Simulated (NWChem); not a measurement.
**Si2H2OF2 (SMILES F[Si]1(F)O[SiH2]1), step by step**

Wanted: a structure relaxation (singlet Si2H2OF2, HF/6-31G*), then a geometry optimisation (doublet [Si2H2OF2]+, UHF/6-31G*) of F2H2OSi2. 

The calculation is run with NWChem 7.3.0.

**1. The system as given**

Si2H2OF2 has 7 atoms, charge 0, and is taken as a singlet. SMILES: `F[Si]1(F)O[SiH2]1`. The shape is that of a PBE0-D4/def2-TZVP optimisation. The run starts from this shape.

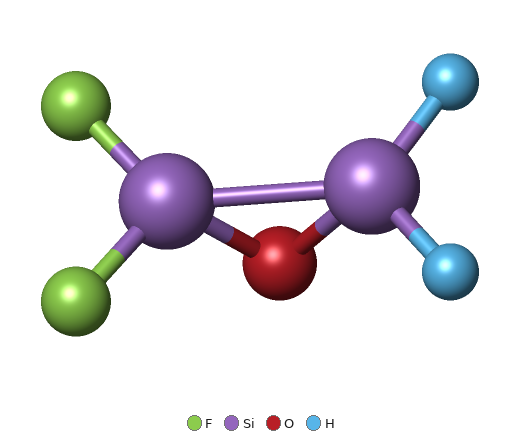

Viewed from a chosen angle; fluorine green, silicon purple, oxygen red, hydrogen blue.

**2. A structure relaxation at HF/6-31G(d) (spherical functions) (run 1)**

File f2h2osi2.xyz:

```xyz
7
F2H2OSi2
F      0.424200    -1.612100     1.693800
Si     0.037900    -1.026000     0.280100
F     -0.194200    -2.288000    -0.639100
O      1.103500     0.077900    -0.322100
Si    -0.304800     1.058600    -0.232800
H     -0.202300     2.188800     0.720000
H     -0.802800     1.532800    -1.545500
```

File f2h2osi2.nw:

```
start f2h2osi2
title "F2H2OSi2"
memory 2200 mb
charge 0
geometry
load f2h2osi2.xyz
end
basis spherical bse
* library 6-31G*
end
scf
thresh 1e-07
maxiter 80
print low
end
driver
maxiter 60
end
freq
temp 3 298.15 600 900
end
task scf optimize
task scf frequencies
```

On the command line:

```sh
$ nwchem f2h2osi2.nw > f2h2osi2.out
```

The log of the run:

```text
[...]
 Group name             Cs
[...]
  functions       =    82
[...]
  wavefunction    = RHF
[...]
         Total SCF energy =   -852.876007908131
[...]
@    0    -852.87600791  0.0D+00  0.00609  0.00196  0.00000  0.00000     19.9
[...]
         Total SCF energy =   -852.876382963854
[...]
@    1    -852.87642277 -4.1D-04  0.00082  0.00036  0.01773  0.03493     50.0
[...]
@    2    -852.87643626 -1.3D-05  0.00021  0.00008  0.00196  0.00478     76.6
[...]
         Total SCF energy =   -852.876437694461
[...]
@    3    -852.87643769 -1.4D-06  0.00006  0.00002  0.00140  0.00263    103.3
[...]
         Total SCF energy =   -852.876437761494
[...]
         Total SCF energy =   -852.876437761494
[...]
                         RHF ENERGY GRADIENTS
    atom               coordinates                        gradient
                 x          y          z           x          y          z
   1 F      -0.186671   2.750790   2.362069    0.000004   0.000012  -0.000006
   2 Si     -0.165851   0.937408   0.000000   -0.000067  -0.000037   0.000000
   3 F      -0.186671   2.750790  -2.362069    0.000004   0.000012   0.000006
   4 O       2.039982  -1.236432   0.000000    0.000004  -0.000062   0.000000
   5 Si     -0.589509  -3.137510   0.000000    0.000079   0.000066   0.000000
   6 H      -0.919731  -4.678018   2.280277   -0.000013   0.000005   0.000010
   7 H      -0.919731  -4.678018  -2.280277   -0.000013   0.000005  -0.000010
[...]
@    4    -852.87643776 -6.7D-08  0.00004  0.00001  0.00014  0.00040    115.2
[...]
      Optimization converged
[...]
@    4    -852.87643776 -6.7D-08  0.00004  0.00001  0.00014  0.00040    115.2
[...]
         Total SCF energy =   -852.876437726876
      One-electron energy =  -1803.972267869216
      Two-electron energy =    640.642583594352
 Nuclear repulsion energy =    310.453246547989
        Time for solution =      5.5s
[...]
 Zero-Point correction to Energy  =   19.089 kcal/mol  (  0.030420 au)
 Thermal correction to Energy     =   38.354 kcal/mol  (  0.061120 au)
 Thermal correction to Enthalpy   =   40.141 kcal/mol  (  0.063969 au)
 Total Entropy                    =  105.786 cal/mol-K
   - Translational                =   45.523 cal/mol-K (mol. weight = 111.9612)
   - Rotational                   =   30.048 cal/mol-K (symmetry #  =        1)
   - Vibrational                  =   30.215 cal/mol-K
 Cv (constant volume heat capacity) =   30.465 cal/mol-K
   - Translational                  =    2.979 cal/mol-K
   - Rotational                     =    2.979 cal/mol-K
   - Vibrational                    =   24.506 cal/mol-K
[...]
```

It took 2.8 min on 1 thread of Intel Xeon Platinum 8259CL at 2.50GHz (Skylake/Cascade Lake), shared host; peak memory 0.14 GiB.

Step by step:

| step | energy from the first frame kept (eV) |
| --- | --- |
| 0 | 0.0000 |
| 1 | -0.0113 |
| 2 | -0.0117 |
| 3 | -0.0117 |
| 4 | -0.0117 |

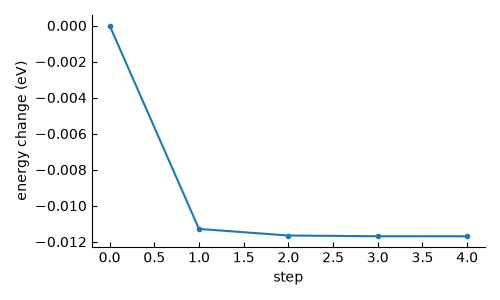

Energy along the run.

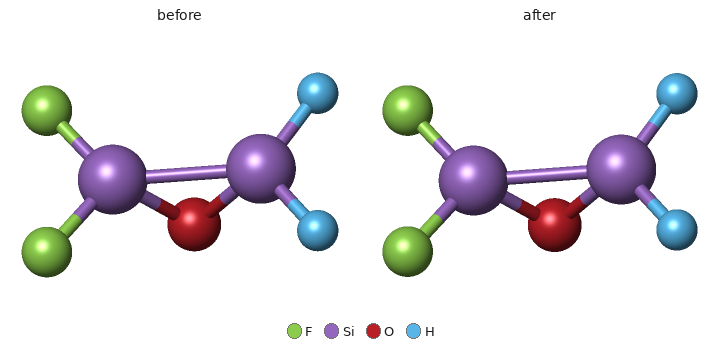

Before and after, at one scale.

After the run. Bond lengths: F1–Si2 1.576 Å, Si2–F3 1.576 Å, Si2–O4 1.639 Å, Si2–Si5 2.168 Å, O4–Si5 1.717 Å, Si5–H6 1.467 Å, Si5–H7 1.467 Å. Some angles: F1–Si2–F3 105.0°, F1–Si2–O4 115.6°, F1–Si2–Si5 127.2°, F3–Si2–O4 115.6°, F3–Si2–Si5 127.2°, O4–Si2–Si5 51.4°, Si2–O4–Si5 80.4°, Si2–Si5–O4 48.2°, Si2–Si5–H6 124.4°, Si2–Si5–H7 124.4°.

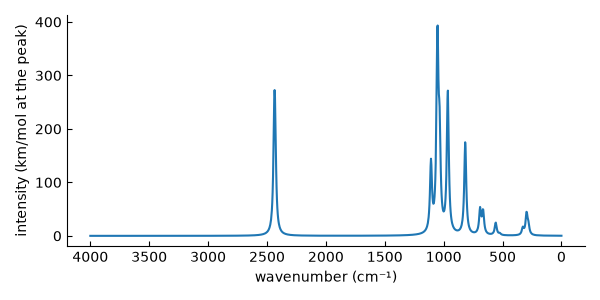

Harmonic infrared spectrum, unscaled, lines broadened by 10 cm⁻¹.

**3. The doublet cation: a structure relaxation at UHF/6-31G(d) (spherical functions) (run 2)**

File work.nw:

```
start work
title "F2H2OSi2 hf"
memory stack 880 mb heap 220 mb global 1100 mb
charge 1
geometry units angstroms noautosym
   F     0.424200   -1.612100    1.693800
   Si    0.037900   -1.026000    0.280100
   F    -0.194200   -2.288000   -0.639100
   O     1.103500    0.077900   -0.322100
   Si   -0.304800    1.058600   -0.232800
   H    -0.202300    2.188800    0.720000
   H    -0.802800    1.532800   -1.545500
end
basis spherical bse
   F library 6-31G*
   Si library 6-31G*
   O library 6-31G*
   H library 6-31G*
end
scf
   doublet
   uhf
   thresh 1e-07
   maxiter 80
   print low
end
driver
   maxiter 60
end
freq
   temp 3 298.15 400 700
end
task scf optimize
task scf frequencies
```

On the command line:

```sh
$ nwchem work.nw > work.out
```

The log of the run:

```text
Northwest Computational Chemistry Package (NWChem) 7.3.0
             --------------------------------------------------------

           Job information
           ---------------

    nwchem branch   = 7.3.0
    use scalapack   = T
    input           = work.nw
    prefix          = work.
    data base       = ./work.db
    status          = startup
    nproc           =        1

           Memory information
           ------------------

    heap     =     28835840 doubles =      220.0 Mbytes
    stack    =    115343357 doubles =      880.0 Mbytes
    global   =    144179200 doubles =     1100.0 Mbytes (distinct from heap & stack)
    total    =    288358397 doubles =     2200.0 Mbytes
    verify   = yes
    hardfail = no

           Directory information
           ---------------------

  0 permanent = .
  0 scratch   = .

[... 220 lines left out ...]
            Nuclear Dipole moment (a.u.)
[... 344 lines left out ...]
       Final UHF  results
[... 319 lines left out ...]
      One electron energy =  -1781.698899639522
[... 317 lines left out ...]
 Nuclear repulsion energy =    304.922580998805
[... 388 lines left out ...]
       Final UHF  results
[... 321 lines left out ...]
      One electron energy =  -1758.078864453991
[... 321 lines left out ...]
 Nuclear repulsion energy =    291.432400346932
[... 327 lines left out ...]
 new step= 1.27                   predicted energy=   -852.601536
[... 383 lines left out ...]
       Final UHF  results
[... 335 lines left out ...]
@   19    -852.60692323 -6.4D-04  0.00488  0.00142  0.01756  0.04712   1059.7
[... 14 lines left out ...]
 Limiting step in negative mode    1  eval=-8.0D-06 grad=-4.4D-03 step= 9.0D-02
  no constraints, skipping    0.0000000000000000
  no constraints, skipping    0.0000000000000000
  no constraints, skipping    0.0000000000000000
  no constraints, skipping    0.0000000000000000
  no constraints, skipping    0.0000000000000000
  no constraints, skipping    0.0000000000000000
  no constraints, skipping    0.0000000000000000
  no constraints, skipping    0.0000000000000000
                                 NWChem SCF Module
                                 -----------------

                                    F2H2OSi2 hf

  ao basis        = "ao basis"
  functions       =    82
  atoms           =     7
  alpha electrons =    28
  beta  electrons =    27
  charge          =   1.00
  wavefunction    = UHF
  input vectors   = ./work.movecs
  output vectors  = ./work.movecs
  use symmetry    = F
  symmetry adapt  = F

 Forming initial guess at    1059.7s

 Starting SCF solution at    1059.7s
```

Run time: 18 min. Hardware: 1 thread of Intel Xeon Platinum 8259CL at 2.50GHz (Skylake/Cascade Lake), shared host.

The run was cut off at its time limit.

**4. Outcome**

| quantity | value |
| --- | --- |
| run 1, HF/6-31G*: total energy at the end | -852.87644 Eh |
| run 1, HF/6-31G*: lowest harmonic wavenumber | 173 cm⁻¹ |
| run 1, HF/6-31G*: highest harmonic wavenumber | 2438 cm⁻¹ |
| run 1, HF/6-31G*: zero-point energy | 79.9 kJ/mol |
| run 1, HF/6-31G*: ideal-gas entropy at 298.15 K (symmetry number 1 as used) | 75.8 cal/(mol K) |
| doublet cation | no result (timeout) |

All 15 modes (run 1, HF/6-31G*) are real, so the shape is a minimum at this level. The optimisation (run 1, HF/6-31G*) took 5 steps and changed the energy by -0.012 eV. 1 of the 2 runs did not end normally.
